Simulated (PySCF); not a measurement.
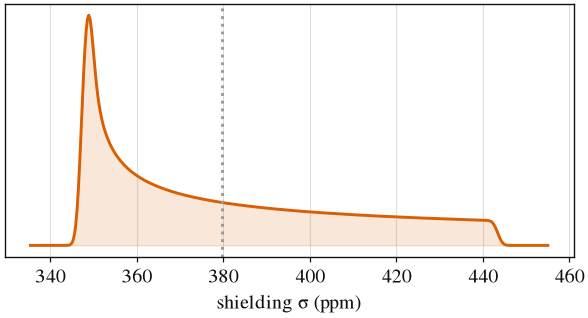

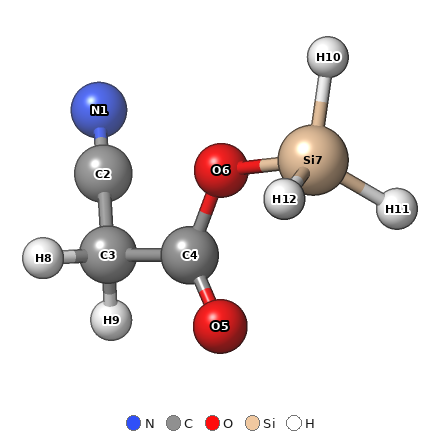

Static powder pattern (²⁹Si) from GIAO shielding tensors of C₃H₅NO₂Si, SMILES N#CCC(=O)O[SiH3], PBE0/pcSseg-1, PySCF 2.14.0, at a PBE0-D3(BJ)/def2-SVP geometry (no frequency check); absolute shielding, one fixed geometry of the isolated molecule without any motion, no dipolar terms. The dotted line is the isotropic value; skew is 3(σiso − σ22)/span.

### The pattern belongs to Si7. Give the principal values, span and skew.

Si7: σ11, σ22, σ33 = 347, 349, 443 ppm, isotropic 380, span 96 ppm, skew 0.96.

Caveats: one conformer of a flexible molecule.
